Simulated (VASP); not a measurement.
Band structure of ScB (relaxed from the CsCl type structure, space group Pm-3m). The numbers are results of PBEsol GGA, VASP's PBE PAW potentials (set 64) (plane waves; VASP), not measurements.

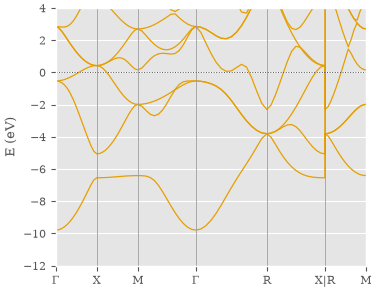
Bands along high-symmetry lines, zero at the valence-band maximum or, without a gap, the Fermi level

### Question
Read the plot: is there a gap, and where are the band edges?

### Answer
It has no gap at this level: it comes out as a metal or semimetal. (Edges off the drawn lines would not show.)

The structure was generated: ScB was put into the CsCl type type (Pm-3m), which need not be its known phase. It was relaxed first, which changed the volume by -30 %.
